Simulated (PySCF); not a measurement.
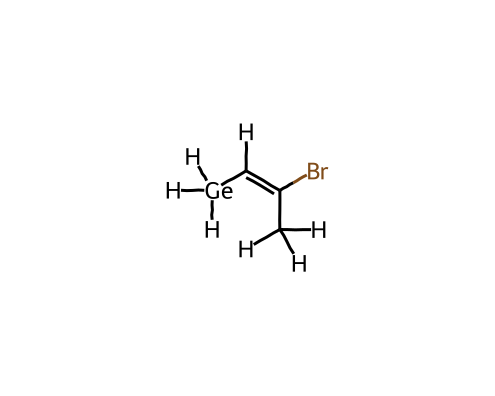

The picture comes from a calculation with PySCF.

2D structure.

Give its SMILES.

C/C(Br)=[CH]\[GeH3]

Give the formula, hydrogens included.

C3H7BrGe.
